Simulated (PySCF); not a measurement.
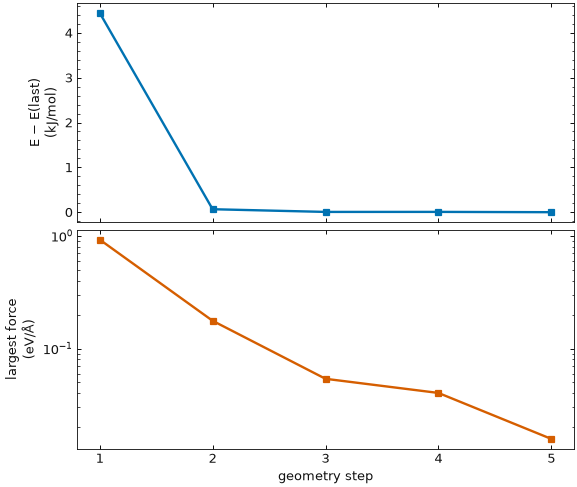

History of a geometry optimisation.

System: C₄H₃FN (SMILES Fc1ccc[n-]1) (charge −1).
Method: PBE0-D3(BJ)/def2-SVP, geometry optimisation (PySCF).

Question: How did the optimisation end?

Answer: The optimisation met its thresholds at geometry 5, counting the start as the first. The energy fell by about 4.4 kJ/mol from the first step to the last. The largest force goes from about 0.93 eV/Å at the start to 0.016 eV/Å at the end.
